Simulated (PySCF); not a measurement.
**One shape, several levels: SF4 (sulfur tetrafluoride)**

Wanted: a comparison of 6 runs (HF/3-21G, B3LYP/6-31G*, CAM-B3LYP/6-311+G**, wB97M-V/6-311+G**, wB97X/6-311+G**, SCS-MP2/6-311+G**) of SF4 (sulfur tetrafluoride). Input form: a Python script.

The results are computed with PySCF 2.14.0.

2 further runs of the same task are left out: 2 set aside as unsound or not needed.

## (1) The molecule

The species is SF4 (5 atoms), meant as a singlet with charge 0. SMILES: `FS(F)(F)F`. The coordinates come from a PBE0-D4/def2-TZVP relaxation.

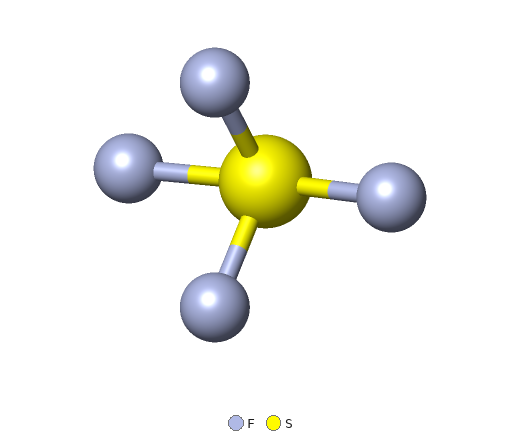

The structure, seen from a chosen angle (fluorine light blue, sulfur yellow).

## (2) The energy at HF/3-21G (run 1)

Input file input.xyz:

```xyz
5

F     -0.561200    -0.228000     1.172800
S      0.064000    -0.357400    -0.243000
F      1.536700    -0.462000     0.491400
F     -1.440100    -0.077300    -0.858200
F      0.400600     1.124600    -0.563100
```

Input file calc.py:

```python
from pyscf import gto

system = gto.Mole()
system.atom = 'input.xyz'
system.max_memory = 1860
system.basis = '3-21g'
system.verbose = 3
system.build()

mf = system.RHF()
mf.conv_tol = 1e-10
mf.kernel()
if not mf.converged:
    mf = mf.newton().run(mf.mo_coeff, mf.mo_occ)

etot = mf.e_tot
print('Final energy', etot)
```

Command:

```console
$ OMP_NUM_THREADS=1 python calc.py
```

Log:

```text
converged SCF energy = -790.965939758524
Final energy -790.9659397585237
```

It took 0.91 s on 1 thread of Arm Neoverse V1, shared host; peak memory 0.12 GiB.

## (3) A single-point energy at B3LYP/6-31G(d) (spherical functions) (run 2)

Input file job.py:

```python
from pyscf import gto, dft

system = gto.M(
    atom='''
F   -0.561200  -0.228000   1.172800
S    0.064000  -0.357400  -0.243000
F    1.536700  -0.462000   0.491400
F   -1.440100  -0.077300  -0.858200
F    0.400600   1.124600  -0.563100
''',
    verbose=3,
    charge=0,
    spin=0,
    max_memory=1860,
    basis='6-31g*',
)

mf = dft.RKS(system, xc='b3lyp')
mf.grids.level = 5
mf.conv_tol = 1e-10
mf.kernel()
if not mf.converged:
    mf = mf.newton().run(mf.mo_coeff, mf.mo_occ)

energy = mf.e_tot
print('E(%s) = %.9f' % ('B3LYP', energy))
```

Command:

```console
$ OMP_NUM_THREADS=1 python job.py
```

Log:

```text
converged SCF energy = -797.450006809382
E(B3LYP) = -797.450006809
```

Run time: 13 s. Hardware: 1 thread of Arm Neoverse V1, shared host; peak memory 0.38 GiB.

Run 3 isn't shown in full; the table further down has it.

## (4) A single-point energy at wB97M-V/6-311+G(d,p) (run 4)

Input file input.py:

```python
# FS(F)(F)F
from pyscf import gto, dft

molecule = gto.Mole()
molecule.atom = '''
F   -0.561200  -0.228000   1.172800
S    0.064000  -0.357400  -0.243000
F    1.536700  -0.462000   0.491400
F   -1.440100  -0.077300  -0.858200
F    0.400600   1.124600  -0.563100
'''
molecule.basis = '6-311+g**'
molecule.max_memory = 1860
molecule.charge = 0
molecule.verbose = 3
molecule.build()

calc0 = dft.RKS(molecule, xc='wb97m-v')
calc0.conv_tol = 1e-10
calc0.grids.level = 5
calc0.nlcgrids.level = 1
calc0.kernel()
if not calc0.converged:
    calc0 = calc0.newton().run(calc0.mo_coeff, calc0.mo_occ)

etot = calc0.e_tot
print('E(%s) = %.9f' % ('WB97M-V', etot))
```

Command:

```console
$ OMP_NUM_THREADS=1 python input.py
```

Log:

```text
converged SCF energy = -797.491716596259
E(WB97M-V) = -797.491716596
```

It took 1.7 min on 1 thread of Arm Neoverse V1, shared host; peak memory 0.71 GiB.

Run 5 isn't shown in full; the table further down has it.

## (5) The energy at SCS-MP2/6-311+G(d,p) (run 6)

Input file run.py:

```python
from pyscf import gto, scf, mp

mol = gto.M(
    atom='''
F     -1.060514    -0.430858     2.216271
S      0.120942    -0.675388    -0.459203
F      2.903942    -0.873053     0.928611
F     -2.721395    -0.146076    -1.621763
F      0.757024     2.125186    -1.064105
''',
    unit='bohr',
    basis='6-311+g**',
    max_memory=1860,
    verbose=4,
)

calc0 = scf.RHF(mol)
calc0.conv_tol = 1e-10
calc0.kernel()
if not calc0.converged:
    calc0 = calc0.newton().run(calc0.mo_coeff, calc0.mo_occ)

pt = mp.MP2(calc0, frozen=9).run()
etot = calc0.e_tot + 1.2 * pt.e_corr_os + pt.e_corr_ss / 3
print(f'total energy: {etot:.8f} hartree')
```

Command:

```console
$ OMP_NUM_THREADS=1 python run.py
```

Log:

```text
PySCF version 2.14.0

[INPUT] num. atoms = 5
[INPUT] num. electrons = 52
[INPUT] charge = 0
[INPUT] spin (= nelec alpha-beta = 2S) = 0
[INPUT] symmetry False subgroup None
[INPUT] Mole.unit = bohr
[INPUT] Symbol           X                Y                Z      unit          X                Y                Z       unit  Magmom
[INPUT]  1 F     -0.561199840662  -0.228000234743   1.172800106423 AA   -1.060514000000  -0.430858000000   2.216271000000 Bohr   0.0
[INPUT]  2 S      0.063999750243  -0.357399938129  -0.242999762786 AA    0.120942000000  -0.675388000000  -0.459203000000 Bohr   0.0
[INPUT]  3 F      1.536699928233  -0.461999751525   0.491399779010 AA    2.903942000000  -0.873053000000   0.928611000000 Bohr   0.0
[INPUT]  4 F     -1.440100215912  -0.077300090262  -0.858200021113 AA   -2.721395000000  -0.146076000000  -1.621763000000 Bohr   0.0
[INPUT]  5 F      0.400599848920   1.124600000166  -0.563100116026 AA    0.757024000000   2.125186000000  -1.064105000000 Bohr   0.0

nuclear repulsion = 298.719046827521
number of shells = 54
number of NR pGTOs = 189
number of NR cGTOs = 118
basis = 6-311+g**
ecp = {}

******** <class 'pyscf.scf.hf.RHF'> ********
method = RHF
initial guess = minao
damping factor = 0
level_shift factor = 0
DIIS = <class 'pyscf.scf.diis.CDIIS'>
diis_start_cycle = 1
diis_space = 8
diis_damp = 0
SCF conv_tol = 1e-10
SCF conv_tol_grad = None
SCF max_cycles = 50
direct_scf = True
direct_scf_tol = 1e-13
Set gradient conv threshold to 1e-05
Initial guess from minao.
init E= -796.135549840098
  HOMO = -0.35765775784435  LUMO = 0.00940172704148628  gap/eV = 9.98820
cycle= 1 E= -795.071960573041  delta_E= 1.06  |g|= 1.02  |ddm|= 2.51
  HOMO = -0.550740160939958  LUMO = -0.049027678358712  gap/eV = 13.65229
cycle= 2 E= -795.202627992034  delta_E= -0.131  |g|= 0.648  |ddm|= 1.59
  HOMO = -0.538164756672728  LUMO = 0.0321372712180444  gap/eV = 15.51871
cycle= 3 E= -795.261466596724  delta_E= -0.0588  |g|= 0.0729  |ddm|= 0.516
  HOMO = -0.520648791250366  LUMO = 0.045879435849737  gap/eV = 15.41602
cycle= 4 E= -795.262936247448  delta_E= -0.00147  |g|= 0.0246  |ddm|= 0.0889
  HOMO = -0.522821160552411  LUMO = 0.0465803872123305  gap/eV = 15.49421
cycle= 5 E= -795.263266994901  delta_E= -0.000331  |g|= 0.00834  |ddm|= 0.0518
  HOMO = -0.522099920881516  LUMO = 0.046593241749464  gap/eV = 15.47493
cycle= 6 E= -795.263301504586  delta_E= -3.45e-05  |g|= 0.00357  |ddm|= 0.0167
  HOMO = -0.521940458953893  LUMO = 0.0467740494728162  gap/eV = 15.47551
cycle= 7 E= -795.263307813865  delta_E= -6.31e-06  |g|= 0.000745  |ddm|= 0.00848
  HOMO = -0.521841714825612  LUMO = 0.0468242835233838  gap/eV = 15.47419
cycle= 8 E= -795.263308063911  delta_E= -2.5e-07  |g|= 0.000151  |ddm|= 0.00178
  HOMO = -0.521818060150594  LUMO = 0.0468372171400396  gap/eV = 15.47390
cycle= 9 E= -795.2633080759  delta_E= -1.2e-08  |g|= 2.75e-05  |ddm|= 0.000383
  HOMO = -0.521816334622741  LUMO = 0.0468352882471501  gap/eV = 15.47380
cycle= 10 E= -795.263308076335  delta_E= -4.35e-10  |g|= 7.59e-06  |ddm|= 5.66e-05
  HOMO = -0.521816480511632  LUMO = 0.0468349020012753  gap/eV = 15.47379
cycle= 11 E= -795.26330807637  delta_E= -3.55e-11  |g|= 1.58e-06  |ddm|= 1.63e-05
  HOMO = -0.521816408030375  LUMO = 0.046835004671681  gap/eV = 15.47379
Extra cycle  E= -795.26330807637  delta_E=    0  |g|= 7.58e-07  |ddm|= 1.95e-06
converged SCF energy = -795.26330807637

******** <class 'pyscf.mp.mp2.RMP2'> ********
nocc = 17, nmo = 109
frozen orbitals 9
E(RMP2) = -796.256007272515  E_corr = -0.992699196144314
E(SCS-RMP2) = -796.218003231973  E_corr = -0.954695155602662
E_corr(same-spin) = -0.272935245889056
E_corr(oppo-spin) = -0.719763950255259
total energy: -796.21800323 hartree
```

It took 4.8 s on 1 thread of Arm Neoverse V1, shared host; peak memory 0.4 GiB.

## (6) The series

```tsv
run	level	integration grid	nlc grid	energy (Eh)	dipole moment (D) of the reference	HOMO energy (eV)	LUMO energy (eV)	wall time
1	HF/3-21G	–	–	-790.965940	1.58	-13.25	2.44	0.91 s
2	B3LYP/6-31G* (spherical functions)	5	–	-797.450007	0.65	-9.07	-1.67	13 s
3	CAM-B3LYP/6-311+G**	5	–	-797.528036	0.98	-11.73	-1.31	38 s
4	wB97M-V/6-311+G**	5	1	-797.491717	0.96	-12.59	-0.25	1.7 min
5	wB97X/6-311+G**	5	–	-797.506900	0.94	-12.66	-0.12	37 s
6	SCS-MP2/6-311+G**	–	–	-796.218003	1.13	-14.20	1.27	4.8 s
```

## (7) Outcome

```
                                          quantity          value
                               run 6: total energy  -796.21800 Eh
       run 6: dipole moment (Hartree–Fock density)         1.13 D
        run 6: HOMO energy (Hartree–Fock orbitals)      -14.20 eV
        run 6: LUMO energy (Hartree–Fock orbitals)        1.27 eV
      run 6: HOMO–LUMO gap (Hartree–Fock orbitals)       15.47 eV
run 6: correlation energy (9 core orbitals frozen)     -954.7 mEh
```

Over runs 1, 2, 3, 4, 5 the dipole moment (its size) runs from 0.65 D (B3LYP/6-31G*) to 1.58 D (HF/3-21G). The two ends differ in method and basis. Over runs 1, 2, 3, 4, 5 the HOMO–LUMO gap runs from 7.40 eV (B3LYP/6-31G*) to 15.69 eV (HF/3-21G). Totals of different functionals can't be ranked against each other. All runs together took 3.3 min, the longest 1.7 min.
